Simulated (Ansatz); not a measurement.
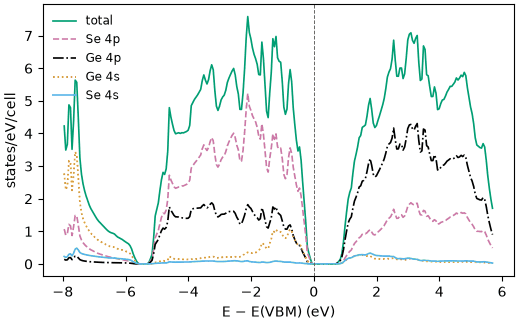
*Total and projected density of states of GeSe in space group Pnma (No. 62; Ge on 4c, Se on 4c), plane-wave PAW PBE+D3(BJ) (Ansatz code)*

Which orbitals carry the states next to the gap?

Top 1 eV of the valence band: Se 4p 62 %, Ge 4p 19 %, Ge 4s 17 %. Bottom 1 eV of the conduction band: Ge 4p 62 %, Se 4p 20 %, Se 4s 7 %, Ge 4s 7 %. Projections are on Löwdin-orthogonalised atomic valence shells; empty p or d shells of many metals are not among them.

Where is the tallest occupied peak in this window, and what makes it?

Near -2.1 eV, about 7.6 states/eV per cell; the largest projected share is Se 4p.

The cell was relaxed with PBE+D3(BJ) under the symmetry of its start. Scalar-relativistic: spin–orbit coupling is off unless named, which matters more the heavier the elements.

Potentials: the later of the program's two PAW sets.
